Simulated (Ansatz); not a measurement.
Electronic density of states of amorphous Si$_{24}$O$_{48}$Ag$_{2}$, density 2.45 g/cm³, on a 2×2×2 Γ-centred mesh with a Gaussian width of 0.1 eV; energies count from the Fermi level, whose place inside the gap is arbitrary. Cell and mesh are small, so fine structure isn't converged. Computed with PBE, scalar-relativistic without spin-orbit coupling (plane waves to 420 eV, PAW; Ansatz, a first-principles code). Sampling: a 2×2×2 Γ-centred mesh; Fermi-Dirac width 0.02 eV; no spin polarisation. At PBE the levels at both edges of the gap are localised (band-tail or defect states), and the nearest spread-out levels lie 5.9 eV apart at the zone centre.

It comes from a melt-quench run on a machine-learned potential (CHGNet), relaxed afterwards by DFT. O atoms were pushed apart under 1.9 Å during the dynamics, to hinder bonds among them. The hot cell started wider than the set density and was brought back towards it in steps. It is the lowest in DFT energy of 2 quenches. It is a model cell: composition and starting density were chosen by hand, and all elements were melted together. No dispersion term was used. Its density started from a set value of 2.45 and ended at 2.45 g/cm³. The simulated quench (nominally 480 K/ps over its main leg) is rapid and tends to freeze in more defects than a deposited or slowly cooled glass has. A cell of this size samples the disorder only roughly. The volume was held where the preparation left it, at a PBE pressure of -0.7 GPa (tension). Stress components on the final sampling reach 2.5 GPa. On a 2×2×2 Γ-centred mesh force components of up to 0.18 eV/Å stay, since the relaxation ran on the zone centre alone.

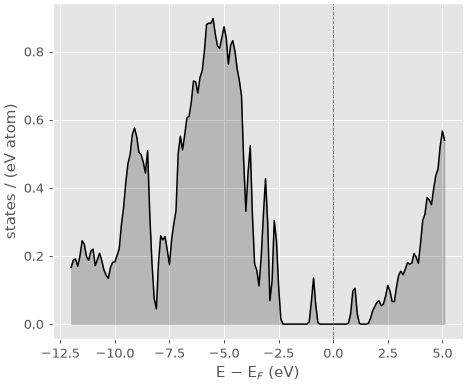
*Density of states per atom*

The gap between localised states on this mesh is 1.74 eV; the broadening fills part of it in the curve.
